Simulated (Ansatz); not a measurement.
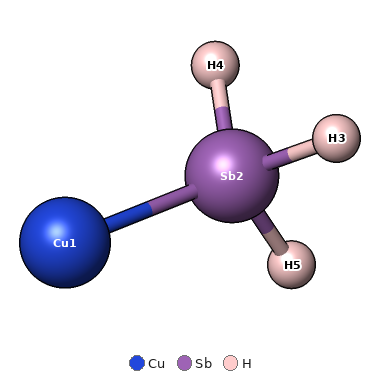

The system is CuH₃Sb, charge +1; the picture shows the reference structure. 
- The turn is about an axis along (−0.32, 0.95, 0.04) in the frame of the relaxed pair, normal to the line between the partners.
- First axis: distance Sb2···Cu1. Second axis: turn of Cu1 about Sb2.
- The scan uses an 11 × 11 grid. At 6 points there is no value (left out of the scan, as a rule where atoms come close).
- Energies: kJ/mol, counted from the lowest grid point.
- Energies and slopes of some neighbouring points disagree (a jump in structure or state, or too coarse a mesh).
- Level of theory: Ansatz, RKS B3LYP-D4/def2-TZVPD.

Its coordinates:

```xyz
5

Cu    1.6738    0.6229   -1.6578
Sb   -0.0397   -0.0148    0.0393
H    -1.0269    1.2276    0.5899
H     0.5502   -0.6637    1.4718
H    -1.1575   -1.1719   -0.4433
```

Range: distance Sb2···Cu1 from 2.095 to 4.095 Å; turn of Cu1 about Sb2 from −120 to 120°.

What will the energy surface look like?

Answer. The lowest grid point is at distance Sb2···Cu1 = 2.466 Å, turn of Cu1 about Sb2 = 0°. The highest grid point, distance Sb2···Cu1 = 2.095 Å, turn of Cu1 about Sb2 = −96°, lies 366 kJ/mol above the lowest.

```csv
"turn of Cu1 about Sb2 ↓, distance Sb2···Cu1 →",2.095,2.175,2.306,2.466,2.650,2.853,3.074,3.309,3.559,3.821,4.095
120,–,–,–,204,124,94,94,107,127,147,164
96,353,277,195,142,119,120,132,148,166,181,191
72,204,164,127,110,111,123,138,154,170,182,192
48,159,119,81,64,66,79,97,117,137,154,168
24,112,71,33,18,22,39,62,87,111,133,152
0,93,52,15,0,6,25,49,76,103,126,146
−24,112,71,33,18,22,39,62,87,111,133,152
−48,159,119,81,64,66,79,97,117,137,154,168
−72,203,164,126,109,110,122,137,154,170,182,192
−96,366,287,200,144,119,119,131,147,165,180,191
−120,–,–,–,215,128,94,93,105,126,146,163
```

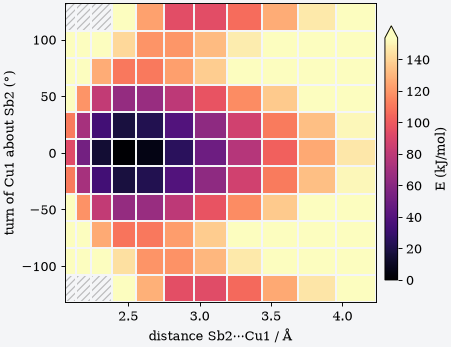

In the figure: one coloured cell a grid point, one colour for all values above the top of the scale, hatched blanks where no value was computed.

Each point was launched as `ansatz run input.yaml --threads 1 --pin off --max-ram 2560MiB --backend cpu --events-out ev --progress --plain --runs-dir out`. The whole map (115 points run) took 5.6 min on 1 thread of AMD EPYC 9R45 96-Core Processor (Zen 5) (shared host).
